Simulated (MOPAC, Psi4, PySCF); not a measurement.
Intermolecular potential of C2H3N ··· H3B (SMILES CC#N and B). Monomers: optimised at B3LYP-D3(BJ) (def2-TZVP), held rigid. Orientation: lowest of the rigid-body minima from ten starts at GFN2-xTB (searched outside a hard wall at short contacts). R is the distance of the centres of mass, along which the second monomer moves. The shortest distances reach bonding range, where SAPT0 and rigid monomers are unreliable.

Geometry at R = 2.91 Å (first 6 atoms: monomer A):
```
10

C     -0.4880    -0.0140    -0.0195
C      0.9646     0.0276     0.0385
N      2.1126     0.0606     0.0844
H     -0.8128    -0.6274    -0.8602
H     -0.8885    -0.4394     0.9009
H     -0.8878     0.9925    -0.1441
B      3.6411    -0.1102     0.6496
H      3.2730     0.3481     1.6835
H      4.0977     0.6011    -0.1871
H      3.5528    -1.2797     0.4524
```

HF/aug-cc-pVDZ, counterpoise-corrected (Psi4); PBE-D3(BJ)/def2-TZVP, counterpoise-corrected (Psi4); RKS-LDA (SVWN5)/6-31G* = PySCF with restricted LDA (SVWN5)/6-31G*, spherical d, no counterpoise correction; AM1, restricted, heats of formation (MOPAC); wB97X-D/def2-TZVP, counterpoise-corrected (Psi4).

Interaction energies in kcal/mol (negative: bound); R is the distance of the centres of mass, d the N3···B7 distance.

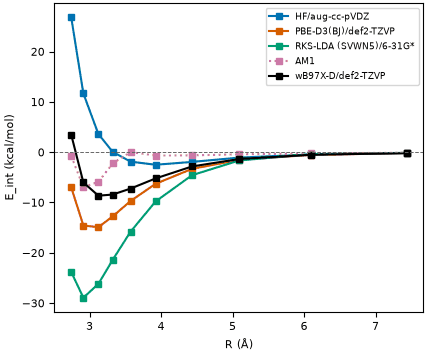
*Interaction energy against separation.*

| R / Å | d / Å | HF/aug-cc-pVDZ | PBE-D3(BJ)/def2-TZVP | RKS-LDA (SVWN5)/6-31G* | AM1 | wB97X-D/def2-TZVP |
|---|---|---|---|---|---|---|
| 2.74 | 1.47 | 26.81 | -6.99 | -23.80 | -0.74 | 3.48 |
| 2.91 | 1.64 | 11.67 | -14.58 | -28.94 | -6.95 | -6.03 |
| 3.12 | 1.85 | 3.60 | -14.91 | -26.17 | -5.90 | -8.65 |
| 3.32 | 2.04 | 0.07 | -12.77 | -21.41 | -2.24 | -8.43 |
| 3.57 | 2.29 | -1.89 | -9.72 | -15.80 | 0.02 | -7.24 |
| 3.92 | 2.64 | -2.50 | -6.29 | -9.80 | -0.67 | -5.22 |
| 4.43 | 3.15 | -1.94 | -3.32 | -4.57 | -0.64 | -2.84 |
| 5.09 | 3.81 | -1.08 | -1.53 | -1.65 | -0.43 | -1.36 |
| 6.09 | 4.81 | -0.46 | -0.54 | -0.39 | -0.24 | -0.52 |
| 7.43 | 6.14 | -0.18 | -0.18 | -0.13 | -0.10 | -0.19 |

Lowest grid point: HF/aug-cc-pVDZ -2.50 kcal/mol at R = 3.92 Å; PBE-D3(BJ)/def2-TZVP -14.91 kcal/mol at R = 3.12 Å; RKS-LDA (SVWN5)/6-31G* -28.94 kcal/mol at R = 2.91 Å; AM1 -6.95 kcal/mol at R = 2.91 Å; wB97X-D/def2-TZVP -8.65 kcal/mol at R = 3.12 Å.
